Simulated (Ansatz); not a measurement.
# Run report: CH8SSn, geometry relaxation (part 2 of 2)

The same run, continued: CH8SSn; RKS BHLYP-D4/def2-SVP (Ansatz 0.2.0). It belongs to a series of runs on one base structure; here: end point A relaxed.

Geometry of the input (Å):
```
Sn -0.1428  -0.1366  0.1175
C  -0.1634  -0.1020  2.2713
H  -0.8362  -0.8822  2.6343
H  0.8258  -0.2960  2.6892
H  -0.5338  0.8562  2.6383
H  1.4429  -0.3189  -0.4748
H  -0.8818  1.2543  -0.5280
H  -1.0508  -1.5083  -0.3672
S  1.8682  2.6084  1.4205
H  2.9622  1.8372  1.3520
H  1.2329  1.7492  2.2841
```

## Trajectory as extended XYZ, continued
```
11
Properties=species:S:1:pos:R:3:forces:R:3 step=11 energy=-17826.54254
Sn   -0.1969   -0.2191    0.1001   -0.0140  -0.0288   0.0020
C    -0.2730   -0.2184    2.2555   -0.0004   0.0065   0.0019
H    -0.9894   -0.9632    2.6068    0.0035   0.0057  -0.0020
H     0.7113   -0.4553    2.6636   -0.0056  -0.0046   0.0019
H    -0.5758    0.7661    2.6143    0.0025  -0.0037   0.0005
H     1.4153   -0.3346   -0.4543   -0.0009   0.0260   0.0000
H    -0.9501    1.1664   -0.5490    0.0175   0.0005  -0.0014
H    -1.0337   -1.5992   -0.4796   -0.0055  -0.0040  -0.0008
S     1.9261    2.7027    1.3807    0.0096  -0.0252   0.0622
H     2.9214    1.8186    1.2204   -0.0193   0.0149   0.0041
H     1.7680    2.3975    2.6786    0.0126   0.0127  -0.0683
11
Properties=species:S:1:pos:R:3:forces:R:3 step=12 energy=-17826.54181 accepted=F
Sn   -0.1964   -0.2301    0.1037    0.0285   0.0507  -0.0171
C    -0.2840   -0.2236    2.2588   -0.0073  -0.0127   0.0117
H    -1.0300   -0.9429    2.6040    0.0238   0.0252   0.0026
H     0.6890   -0.4951    2.6746   -0.0318  -0.0024  -0.0136
H    -0.5533    0.7724    2.6142    0.0075  -0.0254  -0.0140
H     1.4219   -0.2749   -0.4485   -0.0145  -0.0437   0.0167
H    -0.9519    1.1504   -0.5549   -0.0332  -0.0118   0.0108
H    -1.0048   -1.6242   -0.4842    0.0221   0.0106   0.0031
S     1.9140    2.7034    1.3866    0.0313  -0.0624   0.1819
H     2.8867    1.8017    1.1805   -0.0470   0.0406   0.0187
H     1.8321    2.4243    2.7025    0.0205   0.0314  -0.2006
11
Properties=species:S:1:pos:R:3:forces:R:3 step=13 energy=-17826.54338
Sn   -0.1987   -0.2261    0.1018    0.0038  -0.0035  -0.0053
C    -0.2811   -0.2236    2.2568   -0.0006   0.0080   0.0012
H    -1.0185   -0.9484    2.6067    0.0042   0.0081  -0.0032
H     0.6953   -0.4870    2.6678   -0.0083  -0.0053  -0.0004
H    -0.5577    0.7693    2.6137    0.0042  -0.0055   0.0004
H     1.4180   -0.3060   -0.4464   -0.0003   0.0017   0.0036
H    -0.9572    1.1543   -0.5520   -0.0034  -0.0025   0.0039
H    -1.0146   -1.6161   -0.4841    0.0035   0.0030   0.0017
S     1.9350    2.7243    1.3906    0.0201  -0.0476   0.0562
H     2.9019    1.8151    1.1943   -0.0330   0.0306   0.0061
H     1.8009    2.4056    2.6879    0.0098   0.0131  -0.0641
11
Properties=species:S:1:pos:R:3:forces:R:3 step=14 energy=-17826.54399
Sn   -0.1947   -0.2281    0.1028    0.0067   0.0139   0.0056
C    -0.2848   -0.2238    2.2573   -0.0044  -0.0047   0.0210
H    -1.0465   -0.9257    2.6037    0.0202   0.0231  -0.0063
H     0.6818   -0.5188    2.6720   -0.0299   0.0016  -0.0078
H    -0.5312    0.7778    2.6138    0.0105  -0.0267  -0.0095
H     1.4264   -0.2818   -0.4374   -0.0104  -0.0099  -0.0004
H    -0.9670    1.1451   -0.5501   -0.0057  -0.0034  -0.0019
H    -0.9938   -1.6265   -0.4864    0.0123   0.0032   0.0007
S     1.9227    2.7239    1.3952    0.0413  -0.0542   0.0508
H     2.8844    1.8146    1.1709   -0.0473   0.0448   0.0098
H     1.8260    2.4046    2.6955    0.0067   0.0123  -0.0620
11
Properties=species:S:1:pos:R:3:forces:R:3 step=15 energy=-17826.54454
Sn   -0.1918   -0.2281    0.1070    0.0192  -0.0017  -0.0211
C    -0.2912   -0.2265    2.2608   -0.0049  -0.0066   0.0735
H    -1.0876   -0.8949    2.6017    0.0713   0.0661  -0.0268
H     0.6604   -0.5681    2.6797   -0.0925   0.0262  -0.0335
H    -0.4931    0.7864    2.6184    0.0226  -0.0878  -0.0239
H     1.4302   -0.2597   -0.4341   -0.0063  -0.0038   0.0150
H    -0.9786    1.1331   -0.5543   -0.0110  -0.0055   0.0090
H    -0.9605   -1.6406   -0.4895    0.0006   0.0082   0.0091
S     1.9165    2.7370    1.4045    0.0657  -0.0797   0.0523
H     2.8635    1.8214    1.1396   -0.0707   0.0690   0.0187
H     1.8556    2.4013    2.7033    0.0061   0.0157  -0.0725
11
Properties=species:S:1:pos:R:3:forces:R:3 step=16 energy=-17826.54508
Sn   -0.1872   -0.2314    0.1045   -0.0097  -0.0006   0.0216
C    -0.2935   -0.2301    2.2577   -0.0019  -0.0076   0.1008
H    -1.1110   -0.8757    2.5948    0.0908   0.0787  -0.0325
H     0.6466   -0.6009    2.6798   -0.1123   0.0360  -0.0398
H    -0.4665    0.7883    2.6166    0.0238  -0.1081  -0.0295
H     1.4394   -0.2544   -0.4224   -0.0175  -0.0032  -0.0053
H    -0.9877    1.1253   -0.5498    0.0073  -0.0048  -0.0055
H    -0.9559   -1.6466   -0.4850    0.0193   0.0067  -0.0070
S     1.9169    2.7528    1.4114    0.0627  -0.0813   0.0488
H     2.8537    1.8338    1.1234   -0.0683   0.0683   0.0208
H     1.8684    2.4003    2.7063    0.0056   0.0160  -0.0724
11
Properties=species:S:1:pos:R:3:forces:R:3 step=17 energy=-17826.54629
Sn   -0.1860   -0.2359    0.1078   -0.0005   0.0065   0.0080
C    -0.2954   -0.2347    2.2604   -0.0101  -0.0123   0.1163
H    -1.1414   -0.8450    2.5940    0.1039   0.0819  -0.0330
H     0.6267   -0.6479    2.6839   -0.1200   0.0429  -0.0487
H    -0.4245    0.7895    2.6225    0.0193  -0.1211  -0.0407
H     1.4400   -0.2550   -0.4182    0.0032   0.0030  -0.0008
H    -0.9856    1.1194   -0.5501   -0.0006  -0.0028  -0.0013
H    -0.9429   -1.6528   -0.4912    0.0048   0.0004   0.0038
S     1.9122    2.7711    1.4176    0.0444  -0.0622   0.0359
H     2.8440    1.8567    1.1047   -0.0496   0.0494   0.0146
H     1.8763    2.3960    2.7059    0.0053   0.0142  -0.0540
11
Properties=species:S:1:pos:R:3:forces:R:3 step=18 energy=-17826.54750
Sn   -0.1766   -0.2364    0.1123   -0.0172  -0.0173   0.0136
C    -0.3009   -0.2466    2.2632    0.0009   0.0165   0.1729
H    -1.1924   -0.7965    2.5886    0.1532   0.1007  -0.0586
H     0.5873   -0.7299    2.6893   -0.1627   0.0765  -0.0681
H    -0.3571    0.7834    2.6318    0.0135  -0.1798  -0.0480
H     1.4511   -0.2462   -0.4078    0.0082   0.0026   0.0042
H    -0.9797    1.1139   -0.5507   -0.0040   0.0019   0.0031
H    -0.9247   -1.6583   -0.4840    0.0049  -0.0057  -0.0160
S     1.8951    2.7913    1.4210    0.0246  -0.0317   0.0218
H     2.8259    1.8913    1.0709   -0.0249   0.0253   0.0046
H     1.8953    2.3955    2.7027    0.0035   0.0110  -0.0295
11
Properties=species:S:1:pos:R:3:forces:R:3 step=19 energy=-17826.54916
Sn   -0.1775   -0.2483    0.1145    0.0144   0.0212   0.0075
C    -0.3028   -0.2512    2.2650   -0.0227  -0.0391   0.1690
H    -1.2262   -0.7492    2.5846    0.1564   0.0919  -0.0339
H     0.5537   -0.7886    2.6912   -0.1589   0.0843  -0.0691
H    -0.2994    0.7785    2.6389    0.0018  -0.1746  -0.0756
H     1.4556   -0.2474   -0.3908    0.0030   0.0093  -0.0057
H    -0.9849    1.1031   -0.5412   -0.0002  -0.0008  -0.0090
H    -0.9092   -1.6690   -0.5062    0.0021   0.0019   0.0211
S     1.8866    2.8118    1.4279    0.0174  -0.0201   0.0176
H     2.8107    1.9175    1.0483   -0.0181   0.0161   0.0027
H     1.9165    2.4042    2.7052    0.0048   0.0099  -0.0246
11
Properties=species:S:1:pos:R:3:forces:R:3 step=20 energy=-17826.55144
Sn   -0.1698   -0.2533    0.1182   -0.0081  -0.0208  -0.0022
C    -0.3121   -0.2716    2.2668    0.0023   0.0086   0.1953
H    -1.2780   -0.6894    2.5800    0.1974   0.0942  -0.0669
H     0.4933   -0.8844    2.6940   -0.1781   0.1229  -0.0860
H    -0.2212    0.7537    2.6439   -0.0150  -0.2087  -0.0517
H     1.4642   -0.2360   -0.3866   -0.0007   0.0031   0.0154
H    -0.9794    1.0928   -0.5469   -0.0060  -0.0049   0.0087
H    -0.8909   -1.6823   -0.4954    0.0078   0.0063  -0.0080
S     1.8825    2.8519    1.4387    0.0156  -0.0326   0.0130
H     2.7786    1.9488    1.0144   -0.0220   0.0223   0.0092
H     1.9561    2.4312    2.7102    0.0068   0.0096  -0.0269
11
Properties=species:S:1:pos:R:3:forces:R:3 step=21 energy=-17826.55402
Sn   -0.1630   -0.2569    0.1189   -0.0023   0.0030   0.0237
C    -0.3086   -0.2744    2.2664   -0.0142  -0.0215   0.1641
H    -1.3009   -0.6280    2.5710    0.1599   0.0622  -0.0368
H     0.4501   -0.9442    2.6902   -0.1379   0.1065  -0.0675
H    -0.1500    0.7375    2.6538   -0.0252  -0.1700  -0.0661
H     1.4741   -0.2347   -0.3749   -0.0008   0.0046  -0.0016
H    -0.9785    1.0870   -0.5428    0.0008  -0.0001  -0.0035
H    -0.8787   -1.6855   -0.5003    0.0066  -0.0030  -0.0050
S     1.8388    2.8394    1.4385    0.0176   0.0006   0.0413
H     2.7579    1.9680    1.0010   -0.0004   0.0007  -0.0089
H     1.9822    2.4532    2.7155   -0.0040   0.0170  -0.0397
11
Properties=species:S:1:pos:R:3:forces:R:3 step=22 energy=-17826.55564
Sn   -0.1678   -0.2769    0.1235    0.0064   0.0048  -0.0182
C    -0.3232   -0.3043    2.2688    0.0070  -0.0390   0.1909
H    -1.3468   -0.5676    2.5649    0.2028   0.0655  -0.0364
H     0.3689   -1.0485    2.6867   -0.1627   0.1603  -0.0822
H    -0.0719    0.6854    2.6675   -0.0525  -0.1912  -0.0735
H     1.4708   -0.2419   -0.3643    0.0133   0.0108   0.0124
H    -0.9814    1.0678   -0.5392   -0.0059   0.0028   0.0054
H    -0.8675   -1.7049   -0.5145   -0.0010   0.0003   0.0081
S     1.8728    2.9226    1.4463    0.0227  -0.0647   0.0273
H     2.7422    2.0128    0.9818   -0.0241   0.0285  -0.0033
H     2.0273    2.5169    2.7158   -0.0059   0.0218  -0.0305
11
Properties=species:S:1:pos:R:3:forces:R:3 step=23 energy=-17826.55859
Sn   -0.1581   -0.2712    0.1238   -0.0061   0.0016   0.0204
C    -0.3179   -0.3049    2.2688    0.0056  -0.0119   0.1082
H    -1.3484   -0.5229    2.5667    0.1011   0.0308  -0.0281
H     0.3392   -1.0765    2.6839   -0.0761   0.0780  -0.0457
H    -0.0248    0.6694    2.6686   -0.0348  -0.0977  -0.0337
H     1.4844   -0.2250   -0.3521   -0.0048  -0.0037  -0.0017
H    -0.9765    1.0731   -0.5342   -0.0008  -0.0040  -0.0018
H    -0.8571   -1.7020   -0.5089    0.0120   0.0035  -0.0124
S     1.8382    2.8976    1.4395   -0.0332   0.0431  -0.0695
H     2.7256    2.0101    0.9738    0.0246  -0.0216  -0.0238
H     2.0189    2.5137    2.7074    0.0126  -0.0180   0.0881
11
Properties=species:S:1:pos:R:3:forces:R:3 step=24 energy=-17826.55915
Sn   -0.1585   -0.2643    0.1322    0.0187   0.0188   0.0381
C    -0.3357   -0.3089    2.2763   -0.0243   0.0488   0.0369
H    -1.3709   -0.5114    2.5637    0.0609  -0.0083  -0.0143
H     0.3081   -1.0896    2.6897   -0.0414   0.0367  -0.0075
H    -0.0379    0.6602    2.6833   -0.0010  -0.0754  -0.0255
H     1.4862   -0.1564   -0.3239   -0.0044  -0.0182  -0.0121
H    -1.0168    1.0512   -0.5314   -0.0054   0.0109  -0.0014
H    -0.7992   -1.7140   -0.5138    0.0004  -0.0208  -0.0164
S     1.8594    2.8966    1.4330   -0.0340   0.0416  -0.0491
H     2.7389    2.0170    0.9380    0.0184  -0.0192  -0.0223
H     2.0497    2.4811    2.6902    0.0121  -0.0149   0.0735
11
Properties=species:S:1:pos:R:3:forces:R:3 step=25 energy=-17826.56057
Sn   -0.1480   -0.2721    0.1350   -0.0540  -0.0224  -0.0244
C    -0.3381   -0.3124    2.2769    0.0149  -0.0544   0.0093
H    -1.3762   -0.4951    2.5608   -0.0046   0.0195  -0.0115
H     0.2821   -1.1086    2.6937    0.0007  -0.0044  -0.0075
H    -0.0145    0.6436    2.6873   -0.0050   0.0296   0.0017
H     1.4975   -0.2106   -0.3252    0.0142   0.0103   0.0064
H    -0.9762    1.0649   -0.5306    0.0177  -0.0193   0.0075
H    -0.8160   -1.7100   -0.5238    0.0152   0.0403   0.0226
S     1.8271    2.9135    1.4558   -0.0005  -0.0075   0.0125
H     2.6915    2.0499    0.9047   -0.0047   0.0066   0.0120
H     2.0941    2.4983    2.7028    0.0062   0.0018  -0.0287
11
Properties=species:S:1:pos:R:3:forces:R:3 step=26 energy=-17826.56144
Sn   -0.1421   -0.2724    0.1447    0.0289  -0.0186  -0.0094
C    -0.3477   -0.3247    2.2832   -0.0136   0.0136   0.0091
H    -1.3951   -0.4774    2.5492   -0.0049   0.0053   0.0232
H     0.2456   -1.1381    2.7061   -0.0034   0.0016  -0.0210
H    -0.0062    0.6242    2.6979   -0.0071  -0.0056   0.0097
H     1.5109   -0.2075   -0.2896    0.0063   0.0029  -0.0106
H    -0.9567    1.0686   -0.5245   -0.0017  -0.0006   0.0042
H    -0.8030   -1.7046   -0.5240   -0.0030   0.0019  -0.0038
S     1.8137    2.9269    1.4624   -0.0003  -0.0083   0.0019
H     2.6791    2.1056    0.8522   -0.0043   0.0040  -0.0052
H     2.1249    2.4606    2.6798    0.0032   0.0038   0.0020
11
Properties=species:S:1:pos:R:3:forces:R:3 step=27 energy=-17826.55767 accepted=F
Sn   -0.1138   -0.2787    0.1669    0.0407   0.0388  -0.0113
C    -0.3762   -0.3418    2.2991   -0.0163   0.0012   0.0582
H    -1.4418   -0.4242    2.5360    0.1176  -0.0091  -0.0024
H     0.1543   -1.1993    2.7257   -0.0672   0.1009  -0.0315
H     0.0150    0.5838    2.7286   -0.0281  -0.0929  -0.0059
H     1.5451   -0.1854   -0.2471   -0.0193  -0.0274   0.0190
H    -0.9241    1.0608   -0.5041   -0.0229   0.0439  -0.0159
H    -0.7599   -1.6964   -0.5363   -0.0051  -0.0614  -0.0140
S     1.7702    2.9339    1.4816    0.3276  -0.3109   0.1063
H     2.6334    2.2001    0.7437   -0.2171   0.1839   0.1630
H     2.2210    2.4087    2.6432   -0.1099   0.1330  -0.2656
11
Properties=species:S:1:pos:R:3:forces:R:3 step=28 energy=-17826.56206
Sn   -0.1314   -0.2736    0.1516    0.0263  -0.0064   0.0189
C    -0.3636   -0.3322    2.2884   -0.0060  -0.0023   0.0136
H    -1.4181   -0.4527    2.5461    0.0223   0.0004   0.0019
H     0.2004   -1.1695    2.7061   -0.0181   0.0227  -0.0083
H     0.0048    0.6017    2.7150   -0.0065  -0.0218  -0.0046
H     1.5267   -0.2071   -0.2660   -0.0030   0.0063  -0.0026
H    -0.9394    1.0708   -0.5181   -0.0018  -0.0012  -0.0092
H    -0.7792   -1.7053   -0.5295   -0.0135  -0.0013  -0.0085
S     1.7869    2.9279    1.4754    0.1003  -0.0994   0.0655
H     2.6457    2.1460    0.8003   -0.0632   0.0578   0.0400
H     2.1903    2.4554    2.6681   -0.0368   0.0452  -0.1068
11
Properties=species:S:1:pos:R:3:forces:R:3 step=29 energy=-17826.56211
Sn   -0.1244   -0.2792    0.1554   -0.0277   0.0197  -0.0247
C    -0.3651   -0.3349    2.2913    0.0096  -0.0054   0.0045
H    -1.4201   -0.4531    2.5465    0.0094   0.0008  -0.0061
H     0.1954   -1.1727    2.7114   -0.0091   0.0102  -0.0013
H     0.0043    0.5980    2.7186   -0.0022  -0.0086  -0.0026
H     1.5318   -0.2052   -0.2682   -0.0032  -0.0202   0.0111
H    -0.9302    1.0608   -0.5264   -0.0004   0.0214   0.0114
H    -0.7933   -1.6977   -0.5344    0.0240  -0.0189   0.0092
S     1.7861    2.9328    1.4813    0.0597  -0.0628   0.0375
H     2.6368    2.1540    0.7950   -0.0391   0.0371   0.0246
H     2.2019    2.4586    2.6669   -0.0209   0.0266  -0.0635
11
Properties=species:S:1:pos:R:3:forces:R:3 step=30 energy=-17826.56308
Sn   -0.1243   -0.2781    0.1563    0.0011  -0.0003   0.0005
C    -0.3710   -0.3367    2.2912   -0.0002   0.0015   0.0003
H    -1.4271   -0.4490    2.5434   -0.0012   0.0009  -0.0005
H     0.1829   -1.1783    2.7115   -0.0005  -0.0009   0.0000
H     0.0027    0.5930    2.7210   -0.0010  -0.0022   0.0002
H     1.5359   -0.2164   -0.2533   -0.0004  -0.0003   0.0014
H    -0.9208    1.0699   -0.5214    0.0015   0.0007   0.0004
H    -0.7814   -1.7020   -0.5337    0.0012  -0.0001   0.0002
S     1.7786    2.9340    1.4925    0.0001  -0.0007   0.0025
H     2.6207    2.1801    0.7725   -0.0025   0.0022  -0.0018
H     2.2270    2.4450    2.6572    0.0020  -0.0008  -0.0032
```

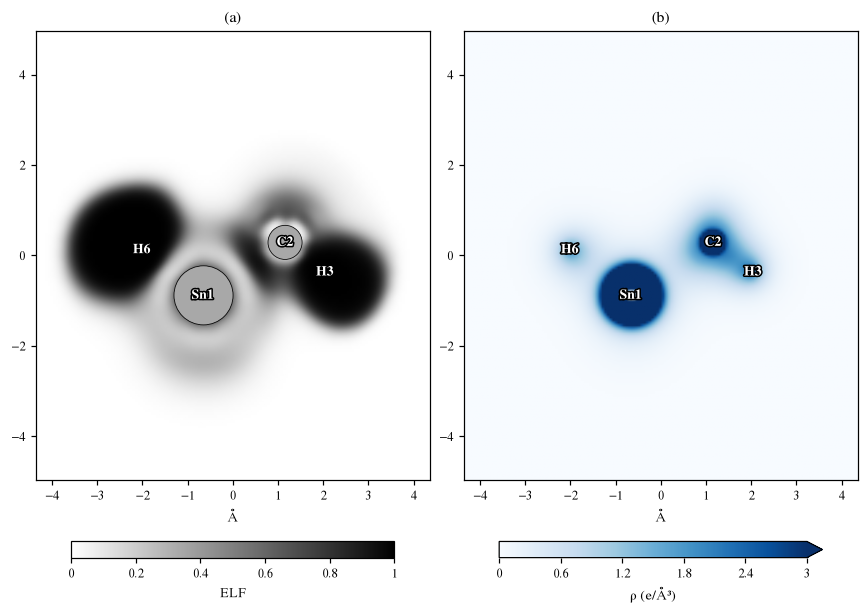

**Figure 1.** (a) electron localisation function; (b) total electron density on the plane of atoms Sn1, C2 and H3. Grey discs, where drawn, cover atomic cores. The section cuts through Sn, C and H sites. C–Sn (2.15 Å): ρ at the midpoint is about 0.67 e/Å³; the ELF peaks at about 0.95 in the valence shell of C, 0.8 Å from its nucleus, and drops to about 0.15 between the two atoms.

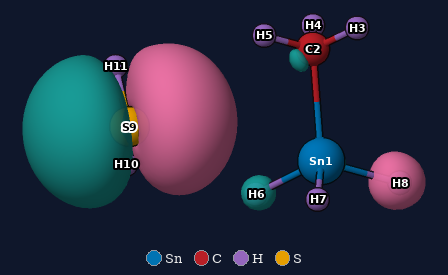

**Figure 2.** The HOMO at ±0.08 Å⁻³ᐟ² (teal and pink are the two phases), seen at an oblique angle. Its energy is −8.59 eV.

## Results in brief

```json
{"quantity": "outcome", "value": "converged"}
{"quantity": "total energy", "value": "−17826.5633 eV"}
{"quantity": "mean-field energy", "value": "−17826.3144 eV"}
{"quantity": "largest force (length of the vector) at the end", "value": "0.004 eV/Å"}
{"quantity": "wall time", "value": "86 s (CPU time 2.7 min)"}
{"quantity": "peak memory", "value": "0.21 GiB"}
```
